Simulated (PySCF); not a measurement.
# C3H13NSi2: NMR shifts at several levels of theory

Aim: compute the NMR shifts of C3H13NSi2 (`CC(C)N[SiH2][SiH3]`) at several levels, and see how far they spread and what each costs.

The runs use PySCF 2.14.0, with density-fitted response routines of our own; the level of theory stands in each step. All values are computed, except where a source is named. Atoms are numbered from 0 throughout.

## 1. Starting geometry

19 atoms, charge 0, multiplicity 1; geometry from: GFN2-xTB.

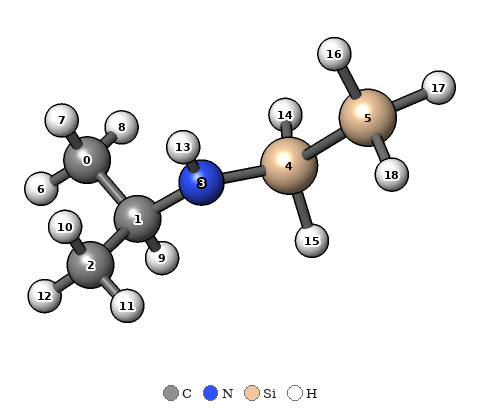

The starting geometry (carbon grey, nitrogen blue, silicon light orange, hydrogen white), atoms numbered; sticks join atoms by distance.

## 2. Relaxing the molecule at PBE0-D3(BJ)/def2-SVP

What the job is given:

```
{"job": {"xc": "PBE0", "basis": "def2-SVP", "d3": "d3bj", "grid": 1, "kind": "geom"}, "charge": 0, "multiplicity": 1}
C     -1.670005     1.116664    -1.056719
C     -1.255504    -0.140114    -0.289236
C     -2.226964    -0.425071     0.855448
N      0.089298    -0.032393     0.228037
Si     1.496129    -0.501298    -0.636211
Si     3.268280    -0.263379     0.805151
H     -2.661484     0.993771    -1.485165
H     -1.681937     1.977444    -0.390030
H     -0.962694     1.310215    -1.859527
H     -1.257506    -0.989313    -0.980120
H     -2.246740     0.413312     1.549691
H     -1.912175    -1.314368     1.395748
H     -3.232050    -0.582779     0.473090
H      0.158171     0.708062     0.910790
H      1.696519     0.237979    -1.904579
H      1.216067    -1.882099    -1.059523
H      3.322069     1.036663     1.486170
H      4.534368    -0.385964     0.079116
H      3.316353    -1.268082     1.870407
```

Standard output:

```text
step   0  E = -755.13009854  max force = 0.012820
step   1  E = -755.13533993  max force = 0.003198
step   2  E = -755.13557832  max force = 0.001653
step   3  E = -755.13559080  max force = 0.001393
step   4  E = -755.13561547  max force = 0.000555
step   5  E = -755.13562418  max force = 0.000159
optimisation converged
```

Wall time 55 s (1 thread, shared host).

The steps of the relaxation:

| step | energy from step 0 (eV) | largest force component (eV/Å) |
| --- | --- | --- |
| 0 | 0.0000 | 0.6592 |
| 1 | -0.1426 | 0.1644 |
| 2 | -0.1491 | 0.0850 |
| 3 | -0.1495 | 0.0716 |
| 4 | -0.1501 | 0.0285 |
| 5 | -0.1504 | 0.0082 |

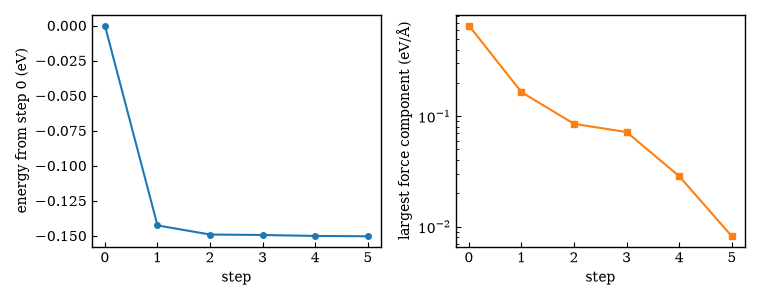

Energy and force, step by step.

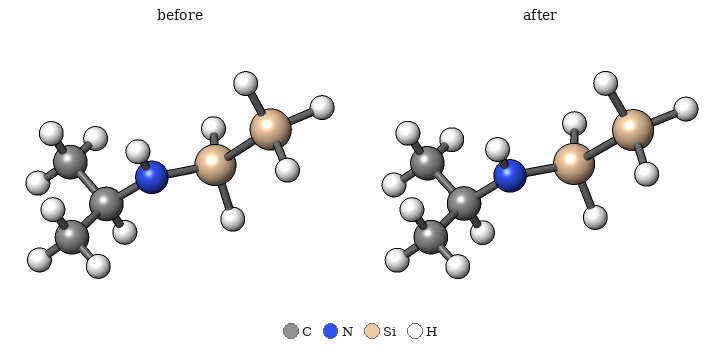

Before and after, at one scale.

Close pairs (by a distance rule), those that changed most:

| bond | before (Å) | after (Å) | change (Å) |
| --- | --- | --- | --- |
| Si4–Si5 | 2.297 | 2.345 | +0.048 |
| Si5–H17 | 1.465 | 1.496 | +0.032 |
| Si5–H18 | 1.465 | 1.496 | +0.031 |
| Si5–H16 | 1.469 | 1.498 | +0.030 |
| Si4–H15 | 1.471 | 1.498 | +0.026 |
| Si4–H14 | 1.482 | 1.507 | +0.025 |
| N3–Si4 | 1.716 | 1.734 | +0.018 |
| C2–H10 | 1.089 | 1.103 | +0.015 |

The next job starts from the end point, and lists it.

| at the end point | value |
| --- | --- |
| point group (found at 0.08 Å tolerance) | C1 |
| rotational constants (GHz, main isotopes) | 4.798, 0.891, 0.826 |
| dipole moment (D) | 1.36 |

## 3. Shielding tensors: PBE0/cc-pVDZ

What the job is given:

```
{"job": {"kind": "nmr", "xc": "PBE0", "basis": "cc-pVDZ", "pop": true}, "charge": 0, "multiplicity": 1}
C     -1.343787     1.185939    -1.245256
C     -0.895968    -0.041925    -0.456067
C     -1.843842    -0.349269     0.696038
N      0.469079     0.078691     0.033968
Si     1.877409    -0.404785    -0.855372
Si     3.714271    -0.244390     0.592941
H     -2.358884     1.057965    -1.652974
H     -1.351989     2.078029    -0.596738
H     -0.659474     1.385673    -2.083844
H     -0.906635    -0.909093    -1.141971
H     -1.858683     0.486932     1.415689
H     -1.518777    -1.251803     1.233093
H     -2.874691    -0.500097     0.340761
H      0.577838     0.818928     0.721371
H      2.177808     0.395210    -2.096389
H      1.684701    -1.817083    -1.314865
H      3.721088     1.099925     1.254719
H      4.997998    -0.401426    -0.159510
H      3.653292    -1.289105     1.661579
```

Level: GIAO PBE0/cc-pVDZ NMR shielding, non-relativistic, gas phase.

Standard output:

```text
coarse grid: 15632 points
cycle   1  E = -755.3645326588  dE =  1.671e-01  |g| = 4.319e-01  |ddm| = 7.314e+00
cycle   2  E = -755.3361948834  dE =  2.834e-02  |g| = 5.563e-01  |ddm| = 1.672e+00
cycle   3  E = -755.4109829265  dE = -7.479e-02  |g| = 7.522e-02  |ddm| = 9.136e-01
cycle   4  E = -755.4122169250  dE = -1.234e-03  |g| = 2.452e-02  |ddm| = 1.433e-01
cycle   5  E = -755.4123605096  dE = -1.436e-04  |g| = 4.254e-03  |ddm| = 4.342e-02
cycle   6  E = -755.4123647795  dE = -4.270e-06  |g| = 1.363e-03  |ddm| = 8.803e-03
final grid: 138304 points
cycle   7  E = -755.4294507583  dE = -2.001e-05  |g| = 8.587e-03  |ddm| = 5.442e-02
cycle   8  E = -755.4294386058  dE =  1.215e-05  |g| = 1.103e-02  |ddm| = 3.334e-02
cycle   9  E = -755.4294702342  dE = -3.163e-05  |g| = 9.383e-04  |ddm| = 1.862e-02
cycle  10  E = -755.4294704361  dE = -2.019e-07  |g| = 2.092e-04  |ddm| = 1.626e-03
cycle  11  E = -755.4294704452  dE = -9.128e-09  |g| = 4.958e-05  |ddm| = 3.434e-04
cycle  12  E = -755.4294704458  dE = -6.053e-10  |g| = 1.636e-05  |ddm| = 1.227e-04
converged SCF energy = -755.4294704458

GIAO shielding tensors (ppm)
atom      isotropic    diamagn.    paramagn.     s11        s22        s33       span
  0 C      169.950     245.906     -75.956    152.848    162.591    194.409     41.561
  1 C      145.908     242.968     -97.060    128.556    138.169    171.000     42.445
  2 C      168.427     245.876     -77.449    149.533    160.625    195.123     45.590
  3 N      234.375     312.000     -77.625    194.987    224.441    283.696     88.708
  4 Si     466.670     884.424    -417.754    424.969    441.489    533.553    108.584
  5 Si     510.241     881.864    -371.622    502.559    509.224    518.941     16.381
  6 H       30.208      28.915       1.293     26.028     27.734     36.862     10.834
  7 H       30.684      30.797      -0.113     28.337     28.648     35.067      6.730
  8 H       29.834      30.604      -0.770     25.610     29.014     34.877      9.267
  9 H       28.477      32.615      -4.138     25.247     28.208     31.978      6.731
 10 H       30.601      31.159      -0.558     28.038     28.808     34.958      6.920
 11 H       29.995      30.766      -0.771     26.205     28.253     35.526      9.321
 12 H       30.191      29.080       1.111     25.952     27.778     36.842     10.891
 13 H       32.181      35.847      -3.666     23.558     33.138     39.848     16.291
 14 H       26.179      30.193      -4.014     21.787     25.046     31.704      9.918
 15 H       26.522      30.645      -4.123     23.355     25.097     31.114      7.759
 16 H       27.916      29.436      -1.520     24.725     26.375     32.648      7.923
 17 H       27.916      27.658       0.258     24.881     25.212     33.654      8.773
 18 H       27.821      29.084      -1.263     24.687     25.723     33.053      8.366
```

Run time: 17 s. Hardware: 1 thread, shared host.

Shifts follow as δ = σ(reference) − σ, with reference shieldings (ppm) from runs at the same level and on the same kind of geometry: ¹H TMS 31.29, ¹³C TMS 196.8, ²⁹Si TMS 418.6, ¹⁵N NH3 273.1. The references are single molecules in the gas phase, so shifts against H2O, NH3, PH3, H3PO4 or CFCl3 are not on the usual liquid scales and can be off by tens of ppm. Atoms listed in one row are averaged.

| atoms | environment | σ (ppm) | δ (ppm) |
| --- | --- | --- | --- |
| C1 | sp3 CH bonded to N | 145.9 | 50.8 |
| C0, C2 | methyl carbon | 169.2 | 27.6 |
| H14, H15 | hydrogen on a silicon bonded to N, Si | 26.35 | 4.94 |
| H16, H17, H18 | hydrogen on a silicon bonded to Si | 27.88 | 3.41 |
| H9 | hydrogen on an sp3 CH bonded to N | 28.48 | 2.81 |
| H6, H7, H8, H10, H11, H12 | hydrogen on a methyl carbon | 30.25 | 1.04 |
| H13 | hydrogen on a nitrogen bonded to C, Si | 32.18 | -0.89 |
| N3 | nitrogen bonded to C, Si, H | 234.4 | 38.7 |
| Si4 | silicon bonded to N, Si, 2 H | 466.7 | -48.1 |
| Si5 | silicon bonded to Si, 3 H | 510.2 | -91.6 |

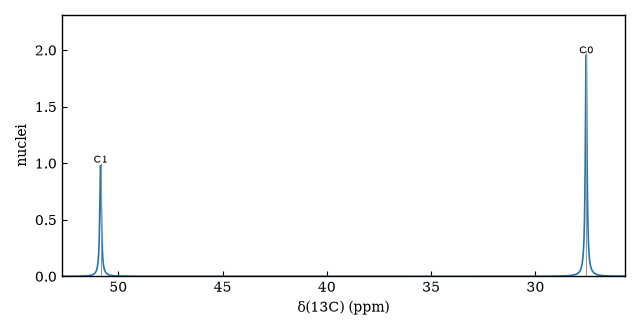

¹³C lines at the computed shifts, without couplings. Lines are broadened to a width of 0.09 ppm (Lorentzian).

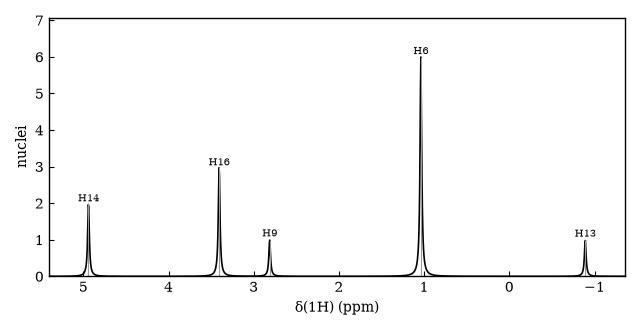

¹H lines at the computed shifts, without couplings. Lines are broadened to a width of 0.02 ppm (Lorentzian).

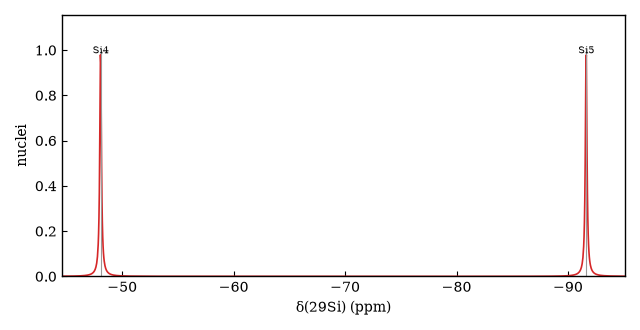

²⁹Si lines at the computed shifts, without couplings. Lines are broadened to a width of 0.17 ppm (Lorentzian).

The run also stored atomic charges by several schemes (e):

| atoms | Mulliken | IAO | Hirshfeld | ESP fit |
| --- | --- | --- | --- | --- |
| C0, C2 | -0.03 | -0.42 | -0.12 | -0.55 |
| C1 | -0.08 | 0.03 | 0.03 | 0.53 |
| N3 | -0.32 | -0.66 | -0.22 | -0.70 |
| Si4 | 0.26 | 0.57 | 0.26 | 0.35 |
| Si5 | 0.06 | 0.24 | 0.20 | 0.05 |

ESP fit charges:

C0 -0.54; C1 0.53; C2 -0.56; N3 -0.70; Si4 0.35; Si5 0.05; H6 0.12; H7 0.13; H8 0.13; H9 0.02; H10 0.14; H11 0.13; H12 0.14; H13 0.34; H14 -0.11; H15 -0.08; H16 -0.04; H17 -0.03; H18 -0.03

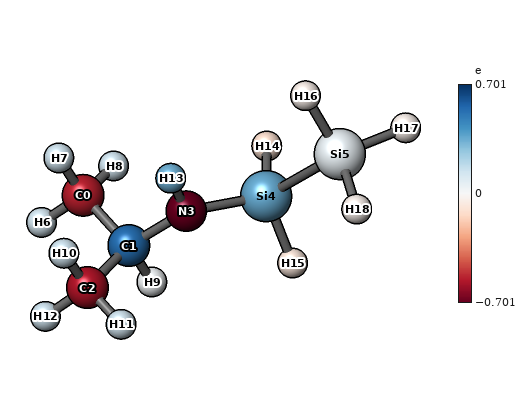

ESP fit charges, as colours on the atoms.

Mayer bond orders: C0–C1 1.06, C1–C2 1.08, C1–N3 0.98, N3–Si4 1.18, Si4–Si5 0.98.

## 4. NMR shieldings: PBE0/aug-cc-pVDZ

The job, as its differences from that of step 3:

```diff
@@ -1,2 +1,2 @@
-{"job": {"kind": "nmr", "xc": "PBE0", "basis": "cc-pVDZ", "pop": true}, "charge": 0, "multiplicity": 1}
+{"job": {"kind": "nmr", "xc": "PBE0", "basis": "aug-cc-pVDZ", "pop": true}, "charge": 0, "multiplicity": 1}
 C     -1.343787     1.185939    -1.245256
```

Method: GIAO PBE0/aug-cc-pVDZ NMR shielding, non-relativistic, gas phase.

Standard output:

```text
coarse grid: 15632 points
cycle   1  E = -755.3773791495  dE =  1.523e-01  |g| = 4.410e-01  |ddm| = 1.020e+01
cycle   2  E = -755.3429558023  dE =  3.442e-02  |g| = 5.835e-01  |ddm| = 2.032e+00
cycle   3  E = -755.4253974605  dE = -8.244e-02  |g| = 8.244e-02  |ddm| = 1.147e+00
cycle   4  E = -755.4268902733  dE = -1.493e-03  |g| = 2.542e-02  |ddm| = 2.093e-01
cycle   5  E = -755.4270439287  dE = -1.537e-04  |g| = 4.655e-03  |ddm| = 6.588e-02
cycle   6  E = -755.4270490085  dE = -5.080e-06  |g| = 1.616e-03  |ddm| = 1.371e-02
final grid: 138304 points
cycle   7  E = -755.4442060144  dE = -3.115e-05  |g| = 8.714e-03  |ddm| = 3.639e-01
cycle   8  E = -755.4441922089  dE =  1.381e-05  |g| = 1.138e-02  |ddm| = 5.591e-02
cycle   9  E = -755.4442259939  dE = -3.378e-05  |g| = 1.007e-03  |ddm| = 2.333e-02
cycle  10  E = -755.4442262216  dE = -2.277e-07  |g| = 2.593e-04  |ddm| = 2.274e-03
cycle  11  E = -755.4442262356  dE = -1.406e-08  |g| = 6.234e-05  |ddm| = 7.067e-04
cycle  12  E = -755.4442262366  dE = -9.454e-10  |g| = 2.073e-05  |ddm| = 2.360e-04
converged SCF energy = -755.4442262366

GIAO shielding tensors (ppm)
atom      isotropic    diamagn.    paramagn.     s11        s22        s33       span
  0 C      169.499     205.345     -35.847    152.156    162.159    194.180     42.024
  1 C      143.872     201.916     -58.044    128.784    135.419    167.413     38.629
  2 C      167.921     209.935     -42.014    148.698    160.460    194.607     45.909
  3 N      227.620     273.831     -46.211    193.230    217.044    272.587     79.357
  4 Si     460.163     891.637    -431.474    414.341    431.708    534.440    120.099
  5 Si     516.978     892.039    -375.061    508.689    513.429    528.818     20.129
  6 H       30.175      26.845       3.330     26.005     27.737     36.783     10.777
  7 H       30.787      25.431       5.356     28.443     28.779     35.140      6.697
  8 H       29.817      28.161       1.657     25.638     28.947     34.867      9.229
  9 H       28.496      30.495      -1.999     25.451     28.173     31.864      6.414
 10 H       30.669      26.835       3.835     28.213     28.838     34.957      6.744
 11 H       30.024      27.440       2.584     26.233     28.350     35.491      9.258
 12 H       30.196      26.947       3.249     25.980     27.804     36.803     10.823
 13 H       32.056      34.576      -2.520     23.866     32.737     39.565     15.699
 14 H       26.046      28.580      -2.534     21.763     24.856     31.519      9.756
 15 H       26.478      28.826      -2.348     23.317     25.164     30.953      7.636
 16 H       27.847      30.053      -2.206     24.712     26.393     32.436      7.724
 17 H       27.837      26.870       0.967     24.862     25.145     33.502      8.640
 18 H       27.772      29.607      -1.834     24.695     25.788     32.833      8.138
```

Run time: 37 s. Hardware: 1 thread, shared host.

Key values: δ C1 51.2, C0 26.4, N3 42.2, Si4 -43.4, H14 5.13, H16 3.58 ppm (means over like atoms).

## 5. Shielding tensors: PBE0/pcSseg-0

The job, as its differences from that of step 4:

```diff
@@ -1,2 +1,2 @@
-{"job": {"kind": "nmr", "xc": "PBE0", "basis": "aug-cc-pVDZ", "pop": true}, "charge": 0, "multiplicity": 1}
+{"job": {"kind": "nmr", "xc": "PBE0", "basis": "pcSseg-0", "pop": true}, "charge": 0, "multiplicity": 1}
 C     -1.343787     1.185939    -1.245256
```

Level: GIAO PBE0/pcSseg-0 NMR shielding, non-relativistic, gas phase.

Standard output:

```text
coarse grid: 15632 points
cycle   1  E = -754.2369032536  dE =  6.292e-02  |g| = 3.843e-01  |ddm| = 3.948e+00
cycle   2  E = -754.2177093261  dE =  1.919e-02  |g| = 4.874e-01  |ddm| = 1.069e+00
cycle   3  E = -754.2729513815  dE = -5.524e-02  |g| = 6.066e-02  |ddm| = 6.850e-01
cycle   4  E = -754.2737326556  dE = -7.813e-04  |g| = 2.027e-02  |ddm| = 1.010e-01
cycle   5  E = -754.2738304006  dE = -9.774e-05  |g| = 3.161e-03  |ddm| = 2.473e-02
cycle   6  E = -754.2738332018  dE = -2.801e-06  |g| = 6.425e-04  |ddm| = 5.387e-03
final grid: 138304 points
cycle   7  E = -754.3284465981  dE = -2.147e-05  |g| = 5.279e-03  |ddm| = 2.776e-02
cycle   8  E = -754.3284440829  dE =  2.515e-06  |g| = 6.184e-03  |ddm| = 1.403e-02
cycle   9  E = -754.3284536905  dE = -9.608e-06  |g| = 5.592e-04  |ddm| = 8.165e-03
cycle  10  E = -754.3284537592  dE = -6.864e-08  |g| = 1.380e-04  |ddm| = 8.520e-04
cycle  11  E = -754.3284537632  dE = -4.035e-09  |g| = 2.556e-05  |ddm| = 1.802e-04
cycle  12  E = -754.3284537634  dE = -1.983e-10  |g| = 6.432e-06  |ddm| = 4.949e-05
converged SCF energy = -754.3284537634

GIAO shielding tensors (ppm)
atom      isotropic    diamagn.    paramagn.     s11        s22        s33       span
  0 C      166.057     246.696     -80.639    147.246    159.366    191.557     44.311
  1 C      142.998     237.511     -94.512    121.649    133.767    173.579     51.930
  2 C      162.701     246.006     -83.306    141.839    154.376    191.887     50.048
  3 N      251.018     326.166     -75.149    195.708    231.106    326.238    130.530
  4 Si     439.874     880.187    -440.313    382.997    391.942    544.683    161.687
  5 Si     511.202     880.337    -369.135    499.522    506.239    527.844     28.322
  6 H       31.794      30.699       1.095     27.357     29.115     38.911     11.554
  7 H       32.107      29.846       2.260     29.180     30.159     36.980      7.800
  8 H       31.275      29.509       1.766     26.431     30.615     36.779     10.348
  9 H       30.462      31.687      -1.225     26.597     30.415     34.373      7.777
 10 H       31.784      30.072       1.712     28.693     29.918     36.741      8.048
 11 H       31.171      29.237       1.934     26.818     29.385     37.310     10.493
 12 H       31.658      30.902       0.756     27.027     29.043     38.905     11.878
 13 H       35.260      35.175       0.085     25.050     36.078     44.653     19.603
 14 H       27.519      29.185      -1.666     22.217     26.468     33.871     11.655
 15 H       27.977      29.613      -1.635     23.923     26.408     33.601      9.678
 16 H       29.684      29.174       0.510     25.984     28.413     34.655      8.671
 17 H       29.711      28.991       0.721     26.176     26.917     36.042      9.866
 18 H       29.484      28.944       0.540     25.875     27.559     35.017      9.143
```

It took 7.5 s on 1 thread, shared host.

In short: δ C1 50.5, C0 29.1, N3 15.0, Si4 -91.4, H14 5.08, H16 3.21 ppm (means over like atoms).

## 6. Comparing the runs: NMR shifts

Shifts (ppm) of some atoms, chosen among heavy atoms and hydrogens apart, means over like atoms, with basis size and wall time:

| run | C1 | C0 | H9 | H13 | N3 | Si4 | Si5 | functions | time |
| --- | --- | --- | --- | --- | --- | --- | --- | --- | --- |
| PBE0/cc-pVDZ | 50.8 | 27.6 | 2.81 | -0.89 | 38.7 | -48.1 | -91.6 | 157 | 17 s |
| PBE0/aug-cc-pVDZ | 51.2 | 26.4 | 2.90 | -0.66 | 42.2 | -43.4 | -100.3 | 263 | 37 s |
| PBE0/pcSseg-0 | 50.5 | 29.1 | 2.37 | -2.43 | 15.0 | -91.4 | -162.7 | 88 | 7.5 s |

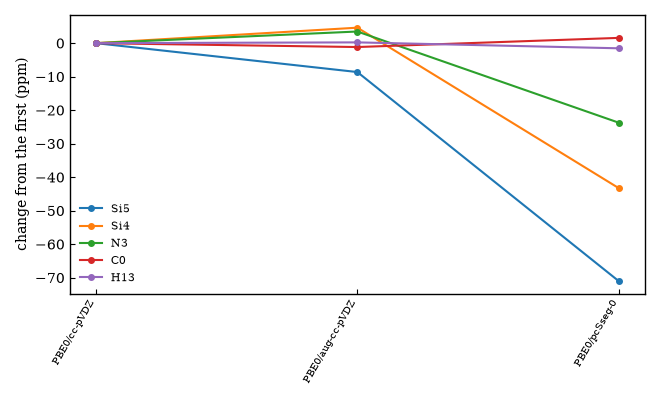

How five of the tabulated atoms move from run to run.

## 7. What came out

| quantity | value |
| --- | --- |
| point group | C1 |
| rotational constants (main isotopes) | 4.80, 0.89, 0.83 GHz |
| ¹³C shifts against TMS (PBE0/cc-pVDZ, means over atoms taken as alike) | 50.8, 27.6 ppm |
| ¹H shifts against TMS (PBE0/cc-pVDZ, means over atoms taken as alike) | 4.94, 3.41, 2.81, 1.04, -0.89 ppm |
| ¹⁵N shifts against NH3 (PBE0/cc-pVDZ) | 38.7 ppm |
| ²⁹Si shifts against TMS (PBE0/cc-pVDZ) | -48.1, -91.6 ppm |
| range of the shift of Si5 | -162.7 to -91.6 ppm |

**Reading.** Single values in the summary come from the first run of each kind that ended normally (PBE0/cc-pVDZ), which need not be the best level. Relaxing lowered the energy by 0.150 eV in 5 steps; the close pair that moved most is Si4–Si5, from 2.297 to 2.345 Å. At PBE0/cc-pVDZ: Shielding is most anisotropic at Si4 (span 109 ppm, paramagnetic term -418 ppm). Across the 3 runs the shift of Si5 moves most, between -162.7 (PBE0/pcSseg-0) and -91.6 ppm (PBE0/cc-pVDZ). Most of that comes from the computed reference, not from the atom's own shielding.
